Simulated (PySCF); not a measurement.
# One shape, several levels: BH2O (SMILES B[O])

Wanted: a comparison of 5 runs (UMP2/pc-0, UMP2/pc-1, UMP2/aug-pc-1, UMP2/pc-2, UMP2/aug-pc-2) of BH2O. Input form: a Python script.

The calculation is run with PySCF 2.14.0.

## (1) The system as given

BH2O has 4 atoms, charge 0, and is taken as a doublet. As SMILES, `B[O]`. The shape is that of a PBE0-D4/def2-TZVP optimisation.

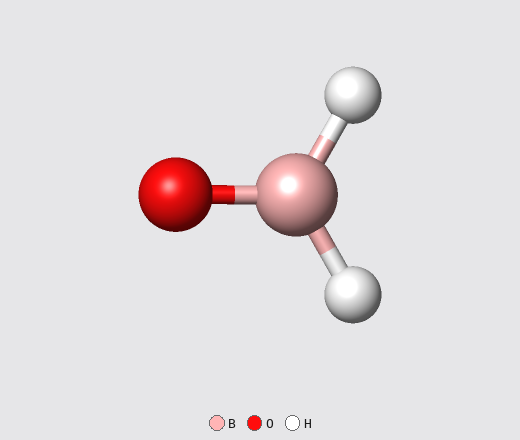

The structure, seen from a chosen angle (boron pink, oxygen red, hydrogen white).

## (2) The energy at UMP2/pc-0 (run 1)

mol.xyz

```xyz
4

B     -0.001100    -0.010300    -0.015100
O      1.025300    -0.340800     0.676900
H     -1.052600    -0.587700     0.151600
H      0.083900     0.878500    -0.833600
```

input.py

```python
from pyscf import gto, mp

mol = gto.M(
    atom='mol.xyz',
    spin=1,
    basis='pc-0',
    verbose=4,
    max_memory=1860,
)

myscf = mol.UHF()
myscf.conv_tol = 1e-10
myscf.kernel()
if not myscf.converged:
    myscf = myscf.newton().run(myscf.mo_coeff, myscf.mo_occ)

pt = mp.MP2(myscf, frozen=2).run()
energy = pt.e_tot
print(f'total energy: {energy:.8f} hartree')
```

Command:

```bash
OMP_NUM_THREADS=1 python input.py
```

Output:

```text
PySCF version 2.14.0

[INPUT] num. atoms = 4
[INPUT] num. electrons = 15
[INPUT] charge = 0
[INPUT] spin (= nelec alpha-beta = 2S) = 1
[INPUT] symmetry False subgroup None
[INPUT] Mole.unit = angstrom
[INPUT] Symbol           X                Y                Z      unit          X                Y                Z       unit  Magmom
[INPUT]  1 B     -0.001100000000  -0.010300000000  -0.015100000000 AA   -0.002078698737  -0.019464179083  -0.028534864481 Bohr   0.0
[INPUT]  2 O      1.025300000000  -0.340800000000   0.676900000000 AA    1.937536195517  -0.644018663252   1.279155613718 Bohr   0.0
[INPUT]  3 H     -1.052600000000  -0.587700000000   0.151600000000 AA   -1.989125718717  -1.110592043407   0.286482480484 Bohr   0.0
[INPUT]  4 H      0.083900000000   0.878500000000  -0.833600000000 AA    0.158548021851   1.660124400430  -1.575275697437 Bohr   0.0

nuclear repulsion = 25.0661859269787
number of shells = 6
number of NR pGTOs = 34
number of NR cGTOs = 22
basis = pc-0
ecp = {}

[... 77 lines left out ...]
converged SCF energy = -100.392345795271  <S^2> = 0.76757526  2S+1 = 2.0174987
[... 1 line left out ...]
******** <class 'pyscf.mp.ump2.UMP2'> ********
nocc = (np.int64(6), np.int64(5)), nmo = (20, 20)
frozen orbitals 2
E(UMP2) = -100.519203529749  E_corr = -0.126857734478922
E(SCS-UMP2) = -100.518897644712  E_corr = -0.126551849441225
E_corr(same-spin) = -0.0296278060770929
E_corr(oppo-spin) = -0.0972299284018287
total energy: -100.51920353 hartree
```

Wall time 0.74 s (1 thread of Arm Neoverse V1, shared host); peak memory 0.12 GiB.

## (3) A single-point energy at UMP2/pc-1 (run 2)

input.xyz

```xyz
4
BH2O
B     -0.001100    -0.010300    -0.015100
O      1.025300    -0.340800     0.676900
H     -1.052600    -0.587700     0.151600
H      0.083900     0.878500    -0.833600
```

input.py

```python
from pyscf import gto, scf, mp

system = gto.M(
    atom='input.xyz',
    basis='pc-1',
    max_memory=1860,
    spin=1,
    verbose=4,
)

mf = scf.UHF(system)
mf.conv_tol = 1e-10
mf.kernel()
if not mf.converged:
    mf = mf.newton().run(mf.mo_coeff, mf.mo_occ)

pt = mp.MP2(mf, frozen=2).run()
e_tot = pt.e_tot
print(f'total energy: {e_tot:.8f} hartree')
```

Command:

```bash
OMP_NUM_THREADS=1 python input.py
```

Output:

```text
PySCF version 2.14.0

[INPUT] num. atoms = 4
[INPUT] num. electrons = 15
[INPUT] charge = 0
[INPUT] spin (= nelec alpha-beta = 2S) = 1
[INPUT] symmetry False subgroup None
[INPUT] Mole.unit = angstrom
[INPUT] Symbol           X                Y                Z      unit          X                Y                Z       unit  Magmom
[INPUT]  1 B     -0.001100000000  -0.010300000000  -0.015100000000 AA   -0.002078698737  -0.019464179083  -0.028534864481 Bohr   0.0
[INPUT]  2 O      1.025300000000  -0.340800000000   0.676900000000 AA    1.937536195517  -0.644018663252   1.279155613718 Bohr   0.0
[INPUT]  3 H     -1.052600000000  -0.587700000000   0.151600000000 AA   -1.989125718717  -1.110592043407   0.286482480484 Bohr   0.0
[INPUT]  4 H      0.083900000000   0.878500000000  -0.833600000000 AA    0.158548021851   1.660124400430  -1.575275697437 Bohr   0.0

nuclear repulsion = 25.0661859269787
number of shells = 10
number of NR pGTOs = 62
number of NR cGTOs = 38
basis = pc-1
ecp = {}

[... 77 lines left out ...]
converged SCF energy = -100.674924673656  <S^2> = 0.76676373  2S+1 = 2.0166941
[... 1 line left out ...]
******** <class 'pyscf.mp.ump2.UMP2'> ********
nocc = (np.int64(6), np.int64(5)), nmo = (36, 36)
frozen orbitals 2
E(UMP2) = -100.905161335858  E_corr = -0.230236662201515
E(SCS-UMP2) = -100.905231072779  E_corr = -0.230306399122406
E_corr(same-spin) = -0.0530510717531669
E_corr(oppo-spin) = -0.177185590448348
total energy: -100.90516134 hartree
```

Wall time 0.82 s (1 thread of Arm Neoverse V1, shared host); peak memory 0.12 GiB.

## (4) The energy at UMP2/aug-pc-1 (run 3)

input.py

```python
# B[O]
from pyscf import gto, mp

molecule = gto.M(
    atom='''
B     -0.002079    -0.019464    -0.028535
O      1.937536    -0.644019     1.279156
H     -1.989126    -1.110592     0.286482
H      0.158548     1.660124    -1.575276
''',
    verbose=4,
    max_memory=1860,
    charge=0,
    basis='aug-pc-1',
    unit='bohr',
    spin=1,
)

calc0 = molecule.UHF()
calc0.conv_tol = 1e-10
calc0.kernel()
if not calc0.converged:
    calc0 = calc0.newton().run(calc0.mo_coeff, calc0.mo_occ)

pt = mp.MP2(calc0, frozen=2).run()
e_final = pt.e_tot
print('E(%s) = %.9f' % ('MP2', e_final))
```

Command:

```bash
OMP_NUM_THREADS=1 python input.py
```

Output:

```text
PySCF version 2.14.0

[INPUT] num. atoms = 4
[INPUT] num. electrons = 15
[INPUT] charge = 0
[INPUT] spin (= nelec alpha-beta = 2S) = 1
[INPUT] symmetry False subgroup None
[INPUT] Mole.unit = bohr
[INPUT] Symbol           X                Y                Z      unit          X                Y                Z       unit  Magmom
[INPUT]  1 B     -0.001100159422  -0.010299905233  -0.015100071714 AA   -0.002079000000  -0.019464000000  -0.028535000000 Bohr   0.0
[INPUT]  2 O      1.025299896537  -0.340800178199   0.676900204412 AA    1.937536000000  -0.644019000000   1.279156000000 Bohr   0.0
[INPUT]  3 H     -1.052600148848  -0.587699977030   0.151599745739 AA   -1.989126000000  -1.110592000000   0.286482000000 Bohr   0.0
[INPUT]  4 H      0.083899988437   0.878499788101  -0.833600160109 AA    0.158548000000   1.660124000000  -1.575276000000 Bohr   0.0

nuclear repulsion = 25.0661825149101
number of shells = 10
number of NR pGTOs = 88
number of NR cGTOs = 64
basis = aug-pc-1
ecp = {}

[... 77 lines left out ...]
converged SCF energy = -100.67929104847  <S^2> = 0.7678479  2S+1 = 2.017769
[... 1 line left out ...]
******** <class 'pyscf.mp.ump2.UMP2'> ********
nocc = (np.int64(6), np.int64(5)), nmo = (62, 62)
frozen orbitals 2
E(UMP2) = -100.916822918636  E_corr = -0.237531870165176
E(SCS-UMP2) = -100.916807591681  E_corr = -0.237516543210328
E_corr(same-spin) = -0.0548327319090961
E_corr(oppo-spin) = -0.18269913825608
E(MP2) = -100.916822919
```

It took 1.3 s on 1 thread of Arm Neoverse V1, shared host; peak memory 0.14 GiB.

Run 4 isn't shown in full; the table further down has it.

## (5) A single-point energy at UMP2/aug-pc-2 (run 5)

job.py

```python
from pyscf import gto, mp

mol = gto.M(
    atom=[
    ('B', (-0.001100, -0.010300, -0.015100)),
    ('O', (1.025300, -0.340800, 0.676900)),
    ('H', (-1.052600, -0.587700, 0.151600)),
    ('H', (0.083900, 0.878500, -0.833600)),
],
    verbose=3,
    spin=1,
    charge=0,
    max_memory=1860,
    basis='aug-pc-2',
)

mf = mol.UHF()
mf.conv_tol = 1e-10
mf.kernel()
if not mf.converged:
    mf = mf.newton().run(mf.mo_coeff, mf.mo_occ)

pt = mp.MP2(mf, frozen=2).run()
energy = pt.e_tot
print('Final energy', energy)
```

Command:

```bash
OMP_NUM_THREADS=1 python job.py
```

Output:

```text
converged SCF energy = -100.741759726684  <S^2> = 0.76797006  2S+1 = 2.01789
E(UMP2) = -101.032826682382  E_corr = -0.29106695569826
E(SCS-UMP2) = -101.035575291258  E_corr = -0.293815564574434
Final energy -101.03282668238188
```

Run time: 21 s. Hardware: 1 thread of Arm Neoverse V1, shared host; peak memory 0.8 GiB.

## (6) Overview of the runs

| run | level | energy (Eh) | dipole moment (D) of the reference | HOMO energy (eV) | LUMO energy (eV) | wall time |
| --- | --- | --- | --- | --- | --- | --- |
| 1 | UMP2/pc-0 | -100.519204 | 1.37 | -13.24 | 1.40 | 0.74 s |
| 2 | UMP2/pc-1 | -100.905161 | 1.03 | -13.13 | 1.38 | 0.82 s |
| 3 | UMP2/aug-pc-1 | -100.916823 | 1.00 | -13.12 | 0.91 | 1.3 s |
| 4 | UMP2/pc-2 | -101.029424 | 1.01 | -13.13 | 1.41 | 2.9 s |
| 5 | UMP2/aug-pc-2 | -101.032827 | 0.99 | -13.13 | 0.74 | 21 s |

Convergence of the total energy of doublet BH2O with the basis set, against the last point:

| basis set | from the last (mEh) | wall time |
| --- | --- | --- |
| pc-0 | +513.623 | 0.74 s |
| pc-1 | +127.665 | 0.82 s |
| aug-pc-1 | +116.004 | 1.3 s |
| pc-2 | +3.403 | 2.9 s |
| aug-pc-2 | +0.000 | 21 s |

Convergence of the dipole moment (Hartree–Fock density) of doublet BH2O with the basis set, against the last point:

| basis set | from the last (D) | wall time |
| --- | --- | --- |
| pc-0 | +0.3724 | 0.74 s |
| pc-1 | +0.0307 | 0.82 s |
| aug-pc-1 | +0.0096 | 1.3 s |
| pc-2 | +0.0119 | 2.9 s |
| aug-pc-2 | +0.0000 | 21 s |

## (7) Summary of results

```
                                                         quantity          value
                                              run 5: total energy  -101.03283 Eh
                      run 5: dipole moment (Hartree–Fock density)         0.99 D
run 5: HOMO energy (Hartree–Fock orbitals) (highest over α and β)      -13.13 eV
 run 5: LUMO energy (Hartree–Fock orbitals) (lowest over α and β)        0.74 eV
               run 5: correlation energy (2 core orbitals frozen)     -291.1 mEh
                         run 5: ⟨S²⟩ of the reference determinant          0.768
```

What this shows: For the total energy of doublet BH2O to stay within 10 mEh of the last point, pc-2 is the first point of the series from which all later ones do (2.9 s against 21 s). For the dipole moment (Hartree–Fock density) of doublet BH2O to stay within 0.05 D of the last point, pc-1 is the first point of the series from which all later ones do (0.82 s against 21 s). Over the runs the total energy spans 13.976 eV. All runs together took 27 s, the longest 21 s.
